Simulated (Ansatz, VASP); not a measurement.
## Te (Tellurium) in two plane-wave programs

Aim: how closely do two programs agree when they are given the same cell, functional and k mesh? Other levels of theory on this material are compared in a session of their own. Valence electrons are named where the data sets of a main pair hold unlike numbers.

Main program and level: Ansatz 0.2.0; plane waves, with VASP 6.6.1 beside it; band structure at PBE.

The database entry behind the starting cell differs from later determinations by our own check (inner coordinate of an old entry), so it need not match the best structure at ambient conditions.

### 1. Set-up

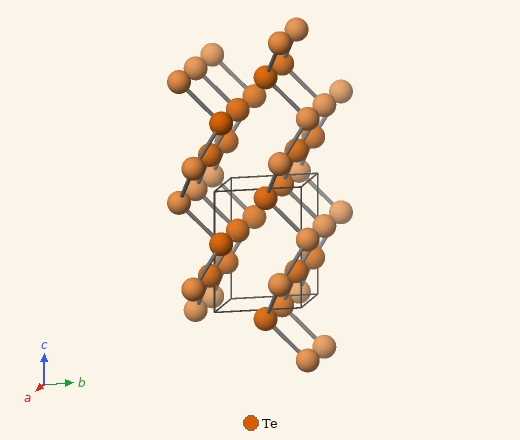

Start, viewed slightly off an axis; tellurium orange. 2×1×2 cells are drawn. Some periodic images of atoms are drawn too.

Structure file:

```cif
data_structure
_symmetry_space_group_name_H-M 'P3_121'
_symmetry_Int_Tables_number 152
_cell_length_a 4.4540
_cell_length_b 4.4540
_cell_length_c 5.9240
_cell_angle_alpha 90.000
_cell_angle_beta 90.000
_cell_angle_gamma 120.000
_cell_volume 101.78
loop_
_atom_site_label
_atom_site_type_symbol
_atom_site_symmetry_multiplicity
_atom_site_Wyckoff_symbol
_atom_site_fract_x
_atom_site_fract_y
_atom_site_fract_z
_atom_site_occupancy
Te1 Te 3 a 0.26900 0.00000 0.33333 1
```

### 2. Ansatz: band structure, PBE

Ansatz runs on its default PAW (the set named soft_2) files.

Levels along a path test the potential and the projectors away from the mesh points.

The input, input.yaml:

```yaml
crystal:
  lattice:
    - [4.454, 0.0, 0.0]
    - [-2.227, 3.8572771485, 0.0]
    - [0.0, 0.0, 5.924]
  atoms:
    - { symbol: Te, position: [0.269, 0.0, 0.3333333333] }
    - { symbol: Te, position: [0.0, 0.269, 0.6666666667] }
    - { symbol: Te, position: [0.731, 0.731, 0.0] }
hamiltonian:
  xc: pbe
  pseudopotentials: { kind: paw }
kpoints:
  mp_grid: { grid: [4, 4, 3] }
  band_path:
    path:
      - [0.0, 0.0, 0.0]
      - [0.13333, 0.0, 0.0]
      - [0.3, 0.0, 0.0]
      - [0.46667, 0.0, 0.0]
      - [0.46667, 0.06667, 0.0]
      - [0.41111, 0.17778, 0.0]
      - [0.35556, 0.28889, 0.0]
      - [0.28889, 0.28889, 0.0]
      - [0.17778, 0.17778, 0.0]
      - [0.06667, 0.06667, 0.0]
      - [0.0, 0.0, 0.03333]
      - [0.0, 0.0, 0.2]
      - [0.0, 0.0, 0.36667]
      - [0.0, 0.0, 0.5]
      - [0.16667, 0.0, 0.5]
      - [0.3, 0.0, 0.5]
      - [0.46667, 0.0, 0.5]
      - [0.46667, 0.06667, 0.5]
      - [0.41111, 0.17778, 0.5]
      - [0.35556, 0.28889, 0.5]
      - [0.33333, 0.33333, 0.5]
      - [0.28889, 0.28889, 0.5]
      - [0.17778, 0.17778, 0.5]
      - [0.06667, 0.06667, 0.5]
      - [0.5, 0.0, 0.46667]
      - [0.5, 0.0, 0.3]
      - [0.5, 0.0, 0.13333]
      - [0.33333, 0.33333, 0.0]
      - [0.33333, 0.33333, 0.16667]
      - [0.33333, 0.33333, 0.33333]
      - [0.33333, 0.33333, 0.46667]
      - [0.33333, 0.33333, 0.5]
    npoints: 1
scf:
  occupations: { method: gaussian, width: 0.02 }
  n_extra_bands: 7
output:
  forces: true
  stress: true
  eigenvalues: true
```

Command:

```
$ ansatz run input.yaml --threads 2 --pin off --max-ram 4608MiB --backend cpu --events-out ev --progress --plain --runs-dir out
```

Numbers of over 12 decimals in the logs are rounded to 6 here.

What it wrote:

```text
scf.n_extra_bands = 7 over 24 filled bands (N_el = 48.0): the run solves 31 bands
Engine: ansatz 0.2.0, x86_64-unknown-linux-gnu
Pseudopotentials: kind: paw
Pseudopotential: Te, paw, valence charge 16, recommended cutoff 420 eV (normal), Te.paw.azcp
Functional definition: PBE
  parameter kappa = 0.804
  parameter beta = 0.066725
  exchange = pbe_x(kappa = kappa, mu = beta*pi^2/3)
  correlation = pbe_c(beta = beta)
Crystal: 3 atoms, lattice volume = 101.776 Å³
Basis set: ecut = 420 eV, 1993 PW (Γ), exchange–correlation on 60×60×80 points (8 copies of the dense FFT grid, shifted against one another)
Bands: 31, of which v1, the nominal top of the filled ones, is band 24 counted from 1 (23 counted from 0)
Symmetry: 6 space group operations
Space group: P3121 (ITA 152), of the structure as read, at distance tolerance 4.7e-5 Å
k-points: 9 of 48 (time reversal used)
Non-local potential: Te, projectors of the file, l = 0: 2, l = 1: 2, l = 2: 2, l = 3: 2
PAW form: soft (Blöchl's): semilocal exchange-correlation on the pseudo side does not see the compensation charge
PAW one-centre angular grid: Te, 590 points (default); XC on 64 Gauss nodes
Initial density: superposition of atomic densities (neutral atoms: chi_scale 0, normalization atom), corrected by the library's trained network
Initial wavefunctions: pseudopotential atomic-orbital guess
Functional: x = pbe(κ = 0.804, μ = 0.219515), c = pbe(β = 0.066725)
SCF iter   1: F=—  HF=-20939.828998 eV  |F-HF|=—  |Δ(HF+E_count)|=         —  Δρ=1.56e-3  dr2=1.99e-3  ethr=1.77e-3  ⟨swp⟩=8.6  Hψ=1368  notcnv=0  defer=1
preconditioner: auto → Resta (q_TF=auto, 2.407 Å⁻¹)  ε∞=3.5  [insulator: Δε(μ)=0.798 eV  Ē_g=9.859 eV  σ=0.020 eV  W_gap=1.00  n_scr=22 (ndim 8)  ℏωp=15.6 eV  f_vac=0.027  D(μ)=0.00/eV (n_scr^D=0)  ε∞_Penn≈3.5]
SCF iter   2: F=—  HF=-20939.827505 eV  |F-HF|=—  |Δ(HF+E_count)|=   1.49e-3  Δρ=8.17e-4  dr2=3.88e-4  ethr=4.14e-6  ⟨swp⟩=2.7  Hψ=616  notcnv=0  defer=19
SCF iter   3: F=—  HF=-20939.827809 eV  |F-HF|=—  |Δ(HF+E_count)|=   3.04e-4  Δρ=4.32e-4  dr2=1.17e-4  ethr=8.09e-7  ⟨swp⟩=3.0  Hψ=505  notcnv=0  defer=19
SCF iter   4: F=—  HF=-20939.827970 eV  |F-HF|=—  |Δ(HF+E_count)|=   1.62e-4  Δρ=5.63e-5  dr2=2.56e-6  ethr=2.44e-7  ⟨swp⟩=2.0  Hψ=352  notcnv=0  defer=19
SCF iter   5: F=—  HF=-20939.827987 eV  |F-HF|=—  |Δ(HF+E_count)|=   1.71e-5  Δρ=1.84e-5  dr2=2.76e-7  ethr=5.33e-9  ⟨swp⟩=3.0  Hψ=476  notcnv=0  defer=19
SCF iter   6: F=-20939.827988 eV  HF=-20939.827988 eV  |F-HF|=2.25e-9  |Δ(HF+E_count)|=   1.33e-7  Δρ=4.49e-6  dr2=2.32e-8  ethr=2.08e-10  ⟨swp⟩=9.9  Hψ=1265  notcnv=0
SCF 1 converged in 6 iterations: F = -20939.827988 eV  dr2 = 2.32e-8
  greatest PAW one-centre occupation: 0.998 electrons in one spin orbital (limit 2), on the Te atom at site 1 (counted from 0), in its partial waves of l = 2
NSCF: frozen V_eff on 32 k-points
SCF converged after 6 iterations
Free energy (F): -20939.827988 eV
Harris-Foulkes:  -20939.827988 eV  (|F-HF|=2.25e-9)
Internal energy: -20939.827988 eV  (E = F + TS)
E sigma→0 (E₀):  -20939.827988 eV
Fermi energy:    8.907974 eV
--- Per-component energies (eV) ---
  E_band       = -797.642421
  E_kinetic    = 540.324745
  E_local      = -3823.669729  (includes V_loc(G=0)·N_el)
  E_nonlocal   = -931.262191
  E_hartree    = 2433.306988
  E_xc         = -372.309920
  E_vxc        = -311.497323  (∫ρ·V_xc dr)
  E_paw        = -13985.923203  (= ΣΔE_a)
  E_vpaw       = -1138.151177  (= ΣTr[D̂ρ^β])
  E_aug_tail   = -0.000552  (compensation charges beyond the density's cutoff)
  E_ewald      = -4800.294125
  E_smearing   = -0.000000  (= −TS)
  E_closure    = 0.000000  (closes the sum)
  Σ components = -20939.827988   (vs F -20939.827988, Δ=0.00e0)
--- Forces (eV/Å), atoms counted from 1 ---
  atom   1  Te     0.13684854     0.00000000    -0.00000000
  atom   2  Te    -0.06842427     0.11851431     0.00000000
  atom   3  Te    -0.06842427    -0.11851431    -0.00000000
  max |Σ_I F_I| component: 2.31e-18 eV/Å
--- Stress (GPa, compression-positive) ---
        1.550224       0.000000       0.000000
        0.000000       1.550224       0.000000
        0.000000       0.000000       1.593253
  P = ⅓ Tr σ = 1.5646 GPa (15.646 kbar)
--- Band table (eV; the first three rows and the last of 9) ---
  k-point 0: bands = [... 20 lower, 6.0215, 7.1020, 7.1020, 7.9264, 9.7887, 9.7887, 10.3770, 13.7755, ... 3 higher]
  k-point 1: bands = [... 20 lower, 6.2401, 7.3672, 7.4803, 7.8812, 9.3065, 9.3681, 9.6013, 12.9829, ... 3 higher]
  k-point 2: bands = [... 20 lower, 5.3844, 7.2313, 7.7936, 7.9618, 9.6223, 9.8390, 10.6678, 12.5758, ... 3 higher]
  k-point 8: bands = [... 20 lower, 4.7072, 6.4025, 7.8002, 8.5086, 9.5186, 10.3400, 11.4234, 13.5913, ... 3 higher]
```

Run time: 2.1 s. Hardware: 2 threads of Intel Xeon Platinum 8375C at 2.90GHz (Ice Lake), shared host; peak memory 0.47 GiB.

### 3. VASP: band structure, PBE

The same cell, functional, mesh and smearing now go to VASP, with its own data sets.

Lines of VASP's logs that name or quote its potential files are left out, and so is its time.

The input, INCAR:

```
SYSTEM = Te
PREC = Accurate
ENCUT = 400
EDIFF = 1E-06
NELM = 100
ISMEAR = 0
SIGMA = 0.02
LREAL = .FALSE.
ALGO = Normal
GGA = PE
NBANDS = 22
LORBIT = 11
LWAVE = .FALSE.
LCHARG = .FALSE.
KPAR = 4
```

The input, POSCAR:

```
Te
1.0
    4.4540000000      0.0000000000      0.0000000000
   -2.2270000000      3.8572771485      0.0000000000
    0.0000000000      0.0000000000      5.9240000000
Te
3
Direct
    0.2690000000      0.0000000000      0.3333333333
    0.0000000000      0.2690000000      0.6666666667
    0.7310000000      0.7310000000      0.0000000000
```

The input, KPOINTS:

```
Automatic mesh
0
Gamma
4 4 3
0 0 0
```

The input, KPOINTS_OPT:

```
Line mode
16
Line-mode
Reciprocal
  0.00000000   0.00000000   0.00000000 GAMMA
  0.50000000   0.00000000   0.00000000 M

  0.50000000   0.00000000   0.00000000 M
  0.33333333   0.33333333   0.00000000 K

  0.33333333   0.33333333   0.00000000 K
  0.00000000   0.00000000   0.00000000 GAMMA

  0.00000000   0.00000000   0.00000000 GAMMA
  0.00000000   0.00000000   0.50000000 A

  0.00000000   0.00000000   0.50000000 A
  0.50000000   0.00000000   0.50000000 L

  0.50000000   0.00000000   0.50000000 L
  0.33333333   0.33333333   0.50000000 H

  0.33333333   0.33333333   0.50000000 H
  0.00000000   0.00000000   0.50000000 A

  0.50000000   0.00000000   0.50000000 L
  0.50000000   0.00000000   0.00000000 M

  0.33333333   0.33333333   0.00000000 K
  0.33333333   0.33333333   0.50000000 H
```

Potentials, in the order of the species: Te (PBE family, release 64).

Command:

```
$ mpirun -np 4 vasp_std
```

What it wrote:

```text
[banner, memory and clock lines left out]
running    4 mpi-ranks, on    1 nodes
 distrk:  each k-point on    1 cores,    4 groups
 distr:  one band on    1 cores,    1 groups

 POSCAR found type information on POSCAR Te
 POSCAR found :  1 types and       3 ions
 LDA part: xc-table for (Slater+PW92), standard interpolation
 POSCAR, INCAR and KPOINTS ok, starting setup
 FFT: planning ... GRIDC
 FFT: planning ... GRID_SOFT
 FFT: planning ... GRID
 WAVECAR not read
 entering main loop
       N       E                     dE             d eps       ncg     rms          rms(c)
DAV:   1     0.586339246010E+02    0.58634E+02   -0.52960E+03   396   0.524E+02
DAV:   2    -0.528114172438E+01   -0.63915E+02   -0.60744E+02   514   0.103E+02
DAV:   3    -0.932736465144E+01   -0.40462E+01   -0.40071E+01   474   0.261E+01
DAV:   4    -0.940214678457E+01   -0.74782E-01   -0.74767E-01   496   0.415E+00
DAV:   5    -0.940370539662E+01   -0.15586E-02   -0.15586E-02   500   0.541E-01    0.122E+01
DAV:   6    -0.938308116863E+01    0.20624E-01   -0.14872E-02   468   0.605E-01    0.772E+00
DAV:   7    -0.937967369768E+01    0.34075E-02   -0.36136E-02   486   0.895E-01    0.312E-01
DAV:   8    -0.937890013629E+01    0.77356E-03   -0.63419E-03   444   0.349E-01    0.156E-01
DAV:   9    -0.937893021783E+01   -0.30082E-04   -0.18230E-04   498   0.648E-02    0.118E-01
DAV:  10    -0.937897252429E+01   -0.42306E-04   -0.39046E-05   456   0.304E-02    0.139E-02
DAV:  11    -0.937896928018E+01    0.32441E-05   -0.87533E-06   494   0.150E-02    0.110E-02
DAV:  12    -0.937896949744E+01   -0.21727E-06   -0.11625E-06   326   0.512E-03
   1 F= -.93789695E+01 E0= -.93789695E+01  d E =-.525122E-11
 Start KPOINTS_OPT (optional k-point list driver)
k-point batch [1-9\144]
       N       E                     dE             ncg
DAV:   1     0.741976543520E+03    0.12962E+02      396
DAV:   2     0.147808829397E+03   -0.59417E+03      496
DAV:   3     0.106663576823E+03   -0.41145E+02      444
DAV:   4     0.105942248544E+03   -0.72133E+00      462
DAV:   5     0.105925610623E+03   -0.16638E-01      468
DAV:   6     0.105924832681E+03   -0.77794E-03      516
DAV:   7     0.105924830875E+03   -0.18057E-05      458
DAV:   8     0.105924830850E+03   -0.25425E-07      334
[...]
k-point batch [136-144\144]
       N       E                     dE             ncg
DAV:   1     0.640195321208E+03   -0.36886E+04      396
DAV:   2     0.734453286077E+02   -0.56675E+03      526
DAV:   3     0.414135308369E+02   -0.32032E+02      498
DAV:   4     0.408125853245E+02   -0.60095E+00      518
DAV:   5     0.408001826144E+02   -0.12403E-01      504
DAV:   6     0.407996177298E+02   -0.56488E-03      548
DAV:   7     0.407996047850E+02   -0.12945E-04      472
DAV:   8     0.407996041263E+02   -0.65866E-06      388
```

Parts of OUTCAR (step 3):

```text
ion  position               nearest neighbor table
   1  0.269  0.000  0.333-   3 2.86   2 2.86   3 3.47   3 3.47   2 3.47   2 3.47
   2  0.000  0.269  0.667-   3 2.86   1 2.86   3 3.47   3 3.47   1 3.47   1 3.47
   3  0.731  0.731  0.000-   1 2.86   2 2.86   1 3.47   2 3.47   2 3.47   1 3.47

  LATTYP: Found a hexagonal cell.
 ALAT       =     4.4540000000
 C/A-ratio  =     1.3300404131

 Subroutine GETGRP returns: Found  6 space group operations
 (whereof  2 operations were pure point group operations)

The static configuration has the point symmetry C_2 .
 The point group associated with its full space group is D_3 .

 Found      9 irreducible k-points:

   k-points           NKPTS =      9   k-points in BZ     NKDIM =      9   number of bands    NBANDS=     22

   dimension x,y,z NGX =    30 NGY =   30 NGZ =   40
   dimension x,y,z NGXF=    60 NGYF=   60 NGZF=   80

   ENCUT  =  400.0 eV  29.40 Ry    5.42 a.u.   7.26  7.26  9.66*2*pi/ulx,y,z

   NELECT =      18.0000    total number of electrons

 k-points in reciprocal lattice and weights: Automatic mesh
   0.00000000  0.00000000  0.00000000       0.021
   0.25000000  0.00000000  0.00000000       0.125
   0.50000000  0.00000000  0.00000000       0.062
   0.25000000  0.25000000  0.00000000       0.125
   0.00000000  0.00000000  0.33333333       0.042
   0.25000000  0.00000000  0.33333333       0.125
   0.00000000  0.25000000  0.33333333       0.125
   0.50000000  0.00000000  0.33333333       0.125
   0.25000000  0.25000000  0.33333333       0.250

 average (electrostatic) potential at core
       1 -89.0135       2 -89.0135       3 -89.0135

 E-fermi :   5.7855

 k-point     1 :       0.0000    0.0000    0.0000
  band No.  band energies     occupation
    ...
      5       3.2083      2.00000
      6       3.2083      2.00000
      7       4.2839      2.00000
      8       4.2839      2.00000
      9       5.1152      2.00000
     10       6.9597      0.00000
     11       6.9597      0.00000
     12       7.5575      0.00000
     13      10.9179      0.00000
     14      10.9179      0.00000
    ...

 k-point     2 :       0.2500    0.0000    0.0000
  band No.  band energies     occupation
    ...
      5       2.0762      2.00000
      6       2.5677      2.00000
      7       4.4115      2.00000
      8       4.9783      2.00000
      9       5.1459      2.00000
     10       6.7979      0.00000
     11       7.0147      0.00000
     12       7.8524      0.00000
     13       9.7406      0.00000
     14      11.2532      0.00000
    ...

 k-point     3 :       0.5000    0.0000    0.0000
  band No.  band energies     occupation
    ...
      5       1.5422      2.00000
      6       2.3662      2.00000
      7       2.4386      2.00000
      8       4.9304      2.00000
      9       5.1489      2.00000
     10       6.8011      0.00000
     11       6.8593      0.00000
     12       8.8940      0.00000
     13       9.6838      0.00000
     14      13.3051      0.00000
    ...

  Total        0.9790050      0.9790050      1.0264126      0.0000000      0.0000000      0.0000000
  in kB       15.4116588     15.4116588     16.1579577      0.0000000      0.0000000      0.0000000
  external PRESSURE =      15.6604251 kB  Pullay stress =       0.0000000 kB

  energy-cutoff  :      400.00
  volume of cell :      101.78
      direct lattice vectors                 reciprocal lattice vectors
     4.454000000  0.000000000  0.000000000     0.224517288  0.129625117  0.000000000
    -2.227000000  3.857277149  0.000000000     0.000000000  0.259250233  0.000000000
     0.000000000  0.000000000  5.924000000     0.000000000  0.000000000  0.168804862

 POSITION                                       TOTAL-FORCE (eV/Angst)
 -----------------------------------------------------------------------------------
      1.19813      0.00000      1.97467         0.155730     -0.000000      0.000000
     -0.59906      1.03761      3.94933        -0.077865      0.134867     -0.000000
      1.62794      2.81967      0.00000        -0.077865     -0.134867      0.000000
 -----------------------------------------------------------------------------------
    total drift:                                0.000000      0.000000      0.000000

  FREE ENERGIE OF THE ION-ELECTRON SYSTEM (eV)
  ---------------------------------------------------
  free  energy   TOTEN  =        -9.3789694974 eV

  energy  without entropy=       -9.3789694974  energy(sigma->0) =       -9.37896950

 total charge
# of ion       s       p       d       tot
------------------------------------------
    1        1.433   1.817   0.043   3.293
    2        1.433   1.817   0.043   3.293
    3        1.433   1.817   0.043   3.293
--------------------------------------------------
tot          4.300   5.451   0.129   9.880

[... 3 further parts left out ...]
```

Spin-orbit coupling is off here; with elements this heavy it splits and shifts levels by tenths of an eV or more.

### 4. Differences

Known differences besides the potentials themselves: the data sets hold 48 valence electrons in Ansatz (on its default PAW (the set named soft_2) files) and 18 in VASP; the cutoff is 420 eV in Ansatz and 400 eV in VASP; VASP leaves aspherical gradient terms in its spheres out (LASPH is not set), Ansatz keeps them. Total energies have different zeros and are not compared.

Compared:

```csv
quantity,Ansatz,VASP,difference
pressure (GPa),1.56,1.57,0.00
gap over the path points (eV),0.159,0.128,+0.031
```

Forces (eV/Å; atoms numbered as in POSCAR):

| atom | Ansatz x, y, z | VASP x, y, z |
| --- | --- | --- |
| Te1 | 0.137, 0.000, 0.000 | 0.156, 0.000, 0.000 |
| Te2 | -0.068, 0.119, 0.000 | -0.078, 0.135, 0.000 |
| Te3 | -0.068, -0.119, 0.000 | -0.078, -0.135, 0.000 |

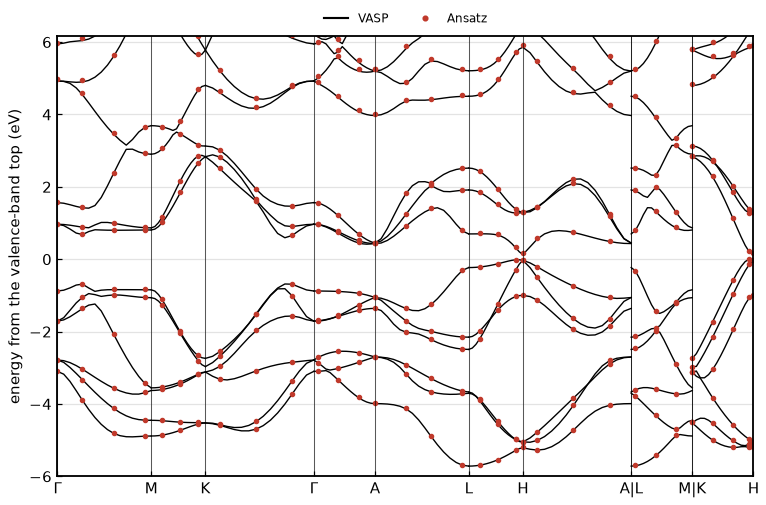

Bands from VASP (lines) and levels from Ansatz (dots). Dots without a line are higher empty bands that the VASP plot leaves out.

Levels at points of the path, from each program's valence-band top (eV; 4 filled, then empty):

```
k (reciprocal lattice)                                  Ansatz                                    VASP
     0.000 0.000 0.000  -2.78 -1.70 -1.70 -0.88 0.99 0.99 1.57  -2.79 -1.71 -1.71 -0.88 0.97 0.97 1.56
     0.133 0.000 0.000  -3.03 -1.36 -1.05 -0.68 0.70 0.90 1.43  -3.04 -1.37 -1.05 -0.69 0.68 0.88 1.42
     0.300 0.000 0.000  -3.56 -2.07 -0.98 -0.83 0.81 1.00 2.39  -3.56 -2.08 -0.99 -0.84 0.80 0.99 2.38
     0.467 0.000 0.000  -3.68 -3.43 -1.05 -0.84 0.82 0.88 2.94  -3.69 -3.44 -1.06 -0.84 0.81 0.87 2.92
     0.467 0.067 0.000  -3.60 -3.52 -1.26 -1.11 1.02 1.17 3.07  -3.60 -3.53 -1.26 -1.12 1.01 1.16 3.05
     0.411 0.178 0.000  -3.45 -3.39 -2.04 -2.00 1.84 2.17 3.47  -3.45 -3.40 -2.04 -2.00 1.83 2.15 3.46
     0.356 0.289 0.000  -3.18 -3.17 -2.80 -2.66 2.67 2.87 3.17  -3.19 -3.18 -2.81 -2.67 2.65 2.85 3.16
     0.289 0.289 0.000  -3.31 -2.95 -2.68 -2.55 2.51 2.84 3.02  -3.32 -2.96 -2.68 -2.55 2.50 2.82 3.01
     0.178 0.178 0.000  -3.08 -1.97 -1.52 -1.51 1.62 1.66 1.95  -3.09 -1.98 -1.53 -1.51 1.60 1.64 1.94
     0.067 0.067 0.000  -2.84 -1.56 -1.00 -0.69 0.67 0.92 1.47  -2.85 -1.57 -1.01 -0.69 0.66 0.90 1.46
```

The forces differ by 11 meV/Å r.m.s., which is 12.1 % of the r.m.s. force of 0.090 eV/Å (both taken over all components). Among the levels compared at these points, filled levels agree within 18 meV and empty ones within 31 meV. Ansatz's pressure holds a Pulay correction of 0.03 GPa; VASP's holds none.

### 5. What came out

* largest difference of a filled level at the path points (band structure, PBE): 18 meV
* r.m.s. force difference (band structure, PBE): 11 meV/Å

What this shows: The r.m.s. force difference is 11 meV/Å (band structure, PBE), within the 12 meV/Å picked in this series as the mark of a large difference. The data sets hold unlike numbers of valence electrons (48 in Ansatz and 18 in VASP), so part of the differences comes from the potentials. 12 further runs of this series are not shown here. Such differences can come from data sets, numerical settings and the points named under the comparisons, not from the functional's error against experiment.

[Lines on the potential files, build, host, timing and source positions are cut from VASP's logs without a mark.]

[Logs are printed without paths, hosts, clocks, repeated set-up lines and the standing remarks that a program may print on its own settings, such as how far it seeks lower states.]

[Hosts, paths, dates, database ids (printed as entryN), source tags and the programs' standing remarks are cut or masked in the printed files.]
